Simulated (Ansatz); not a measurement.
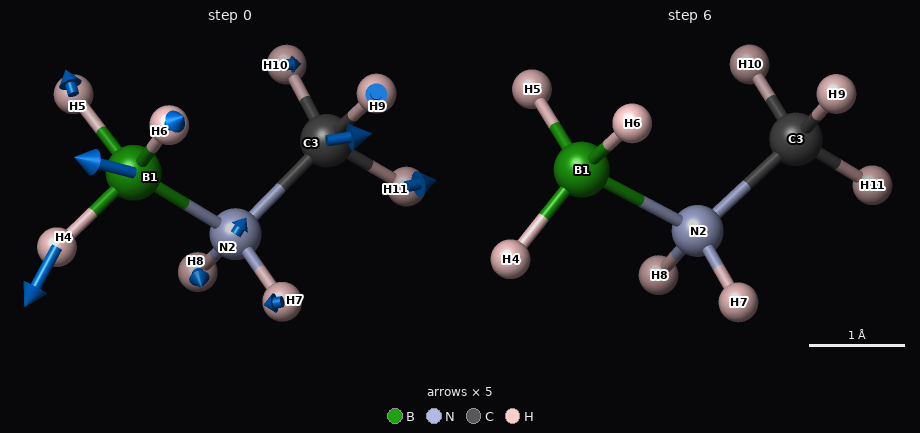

The structure of CH₈BN (coarse preliminary run) before (left) and after (right) a relaxation, at one scale. The blue arrows give the displacements, 5 times their true length.

The picture is a ball-and-stick view, seen at a tilt.

The start comes from a force field.

The calculation used RKS PBE-D4/def2-SVP (Ansatz 0.2.0). (force threshold 0.03 eV/Å; at most 200 steps)

> What changed between the two?

After 6 geometry steps the energy has fallen by 0.579 eV. Largest force component: 3 eV/Å at the start, 0.0029 eV/Å at the end. The largest move after the best rigid fit is that of B1, 0.15 Å. Largest moves by element: B 0.15 Å, H 0.15 Å, C 0.10 Å, N 0.04 Å. Among the contacts that change: B1–N2 1.486 → 1.636 Å, C3–H9 1.177 → 1.105 Å, B1–H4 1.172 → 1.233 Å, N2–C3 1.435 → 1.478 Å. Among the angles between lasting bonds that change: H4–B1–H5 104.0° → 113.1°, N2–B1–H6 114.6° → 105.6°, H4–B1–H6 104.5° → 113.1°.
